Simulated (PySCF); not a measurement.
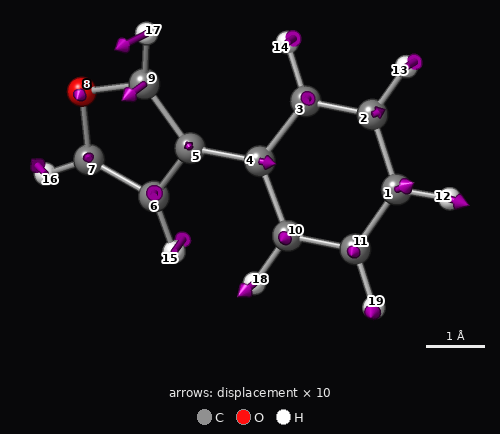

This is a relaxation of C₁₀H₈O. The starting structure is drawn; purple arrows show the displacements, 10 times their true length. The two geometries are superimposed by the best rigid fit.

Style: ball-and-stick. Shown at a tilt.

The start comes from GFN2-xTB. Its atoms were then displaced at random by about 0.01 Å.

Method: PBE0-D3(BJ)/def2-SVP geometry optimisation, gas phase in PySCF. 

> What happened in the run?

The energy falls by 17.3 kJ/mol in 8 geometry steps. The atom that moves furthest after the best rigid fit is H17 (0.090 Å). By element the largest moves are H 0.090 Å, C 0.067 Å, O 0.031 Å. Some distances before and after: C4–C5 1.421 → 1.467 Å, C1–C11 1.351 → 1.394 Å, C7–H16 1.056 → 1.087 Å, C2–C3 1.368 → 1.391 Å. Among the angles between lasting bonds that change: C3–C4–C10 115.4° → 118.3°, C2–C1–H12 117.6° → 120.3°. Cost: 2.1 min on 2 threads of Intel(R) Xeon(R) Platinum 8259CL CPU @ 2.50GHz (shared host).
